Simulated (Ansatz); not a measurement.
One crystal and one scan (generalised stacking-fault energy along a line) at two levels, PBE (plane waves to 420 eV, PAW, scalar-relativistic; Ansatz, a quantum-chemistry and plane-wave program) and r2SCAN (plane waves to 500 eV, PAW, scalar-relativistic; Ansatz), each from its own relaxed cell and on its own mesh. The cell shown is that of PBE.

Generalised stacking fault of SnTe (rock salt) on the {110} plane. The cell below holds the perfect crystal with the plane normal along z; tilting its third vector by the shift puts one fault into each cell, between planes 2.27 Å apart, at fixed cell height.

```
SnTe
1.0
    4.53197     0.00000     0.00000
    0.00000     6.40917     0.00000
    2.26598     3.20458     6.79795
Te Sn
3 3
Cartesian
  1.88832   2.67049   5.66496
  1.88832   2.67049   1.13299
  4.15430   5.87507   3.39897
  1.88832   5.87507   5.66496
  1.88832   5.87507   1.13299
  4.15430   2.67049   3.39897
```

In-plane vectors a = (4.532, 0.000) Å, b = (0.000, 6.409) Å, area 29.05 Å². The shift is s times the vector a (length 4.532 Å), so s = 1 restores the start. The shift is rigid: no atom relaxes. γ = [E(shift) − E(0)] / area.

Energies are extrapolated to zero smearing. SnTe was relaxed with its symmetry unable to fall. Spin-orbit coupling is left out, though Te is heavy. As the smearing reaches across the gap at some points, the k mesh leaves noise in γ, roughly 0.02 J/m² as judged from a few cases. Faults lie only 6.8 Å apart, and holding the cell height and the atoms raises γ above its relaxed value. Percentages come from the unrounded values. Both scans cover s from 0.000 to 0.917.

| quantity | PBE | r2SCAN | PBE − r2SCAN |
|---|---|---|---|
| Lattice constant a (Å) | 6.409 | 6.370 | +0.039 (+0.6 %) |
| Highest computed γ on the line (J/m²) | 3.03 | 3.21 | -0.18 (-5.7 %) |
| Steepest slope dγ/d(shift) before the first maximum (spline) (GPa) | 23 | 24 | -1 (-6 %) |

PBE gives the higher value for: lattice constant a. PBE gives the lower value for: highest computed γ on the line. Both give the same position of the highest point: s = 0.500.

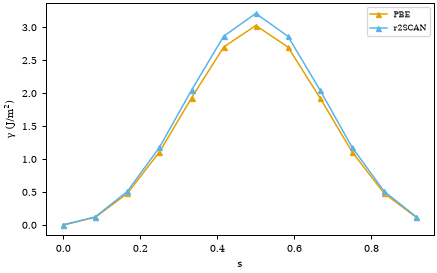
*γ, each from zero shift of its own level.*

(The slope of γ gives the shear force per area between the displaced halves; near zero shift its curvature is an elastic stiffness.)
